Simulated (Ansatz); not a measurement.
Convergence study of zone-centre phonons against the mesh for Ta3W (Fm-3m, 4 atoms in the cell)

```xyz
4
Lattice="0.0000 3.2508 3.2508 3.2508 0.0000 3.2508 3.2508 3.2508 0.0000" Properties=species:S:1:pos:R:3 pbc="T T T"
Ta     1.6254     1.6254     1.6254
Ta     4.8763     4.8763     4.8763
Ta     3.2508     3.2508     3.2508
W      0.0000     0.0000     0.0000
```

Method of the run: LDA (PW92), PAW files made with PBE (plane waves; Ansatz, an electronic-structure program).

Base settings: basis.ecutwfc = 420 eV; kpoints.mp_grid.grid = 9 9 9; hamiltonian.xc = lda; hamiltonian.pseudopotentials = {kind: paw} (the program's default PAW files); scf.occupations.method = gaussian; scf.occupations.width = 0.1 eV.

In this ladder: phonons.method = dfpt.

Frequencies are those of the unrelaxed cell, without the LO-TO term of polar crystals.

Only quantities that move along the ladder and can be compared are tabulated.

Core times come from one kind of shared machine, to one figure; runs under 30 s give none.

The starting cell comes from a database of computed structures (which also holds hypothetical and non-ambient phases and stackings), without a prior relaxation at this level. Its lattice was rescaled by up to half a per cent. Spin polarisation is off. In the base run, with a pressure of about -7 GPa the cell is away from its equilibrium volume at this level.

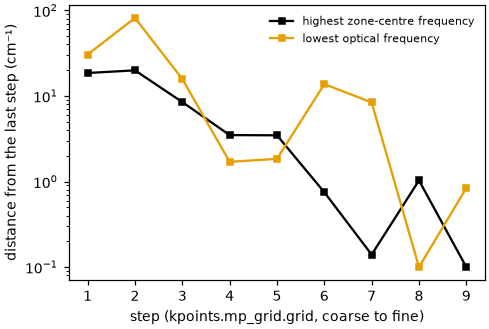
Distance from the last step along the ladder; very small values are drawn at a floor.

| kpoints.mp_grid.grid | highest zone-centre frequency (cm⁻¹) | lowest optical frequency (cm⁻¹) | core time / last (rough) |
|---|---|---|---|
| 3 3 3 | 195.1 | 172.0 | – |
| 4 4 4 | 156.6 | 59.7 | – |
| 5 5 5 | 168.1 | 125.7 | – |
| 6 6 6 | 180.1 | 143.1 | – |
| 7 7 7 | 173.1 | 143.3 | – |
| 8 8 8 | 177.3 | 127.7 | – |
| 10 10 10 | 176.7 | 149.8 | 0.1 |
| 13 13 13 | 177.6 | 141.5 | 0.2 |
| 16 16 16 | 176.6 | 140.6 | 0.5 |
| 20 20 20 | 176.6 | 141.4 | 1 |

Coarsest kpoints.mp_grid.grid that holds the lowest optical frequency within 10 cm⁻¹ of the last step, with all finer ones: 10 10 10, at about 0.1 of the last step's time; the step before is off by 14 cm⁻¹.

Coarsest kpoints.mp_grid.grid that holds the highest zone-centre frequency within 10 cm⁻¹ of the last step, with all finer ones: 5 5 5; the step before is off by 20 cm⁻¹.

Keys are those of Ansatz 0.2.
